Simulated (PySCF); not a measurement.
```csv
atom,x (Å),y (Å),z (Å)
Bi,0.0000,0.0000,-1.0128
Te,0.0000,0.0000,1.6292
```

⟨S²⟩ = 0.80, above the pure value of 0.75; core potentials replace the inner electrons of Bi and Te.

The calculation used PySCF, PBE0/def2-SVP, non-relativistic Hamiltonian with scalar-relativistic core potentials where named, at a bond length of 2.642 Å.

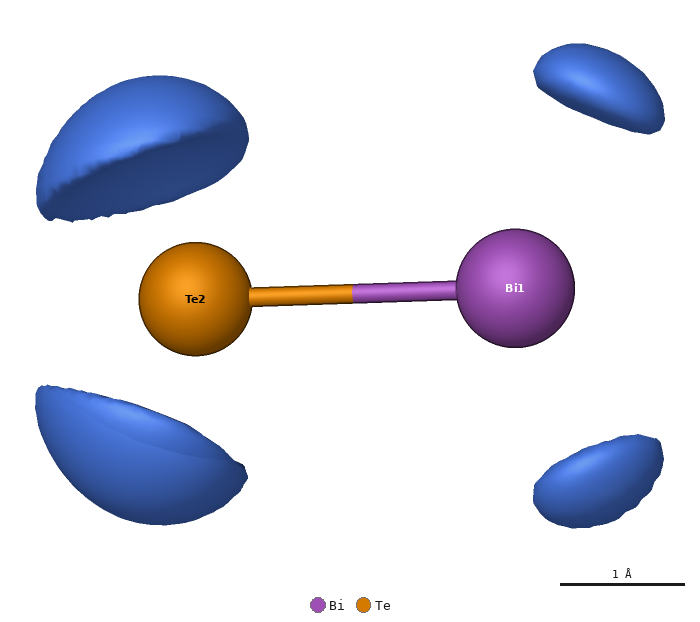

BiTe (doublet). Isosurface of the ELF at 0.8 (blue), seen from one side. Core shells and regions of very low density are left out.

Q: Where are the electrons localised?

A: At this value the surface marks out two lobes on Bi, pointing away from the bonds (non-bonding electrons) and two lobes on Te, pointing away from the bonds (non-bonding electrons). Along the contacts the grid gives the following. Bi–Te (2.64 Å): the ELF reaches about 0.55 near the midpoint.
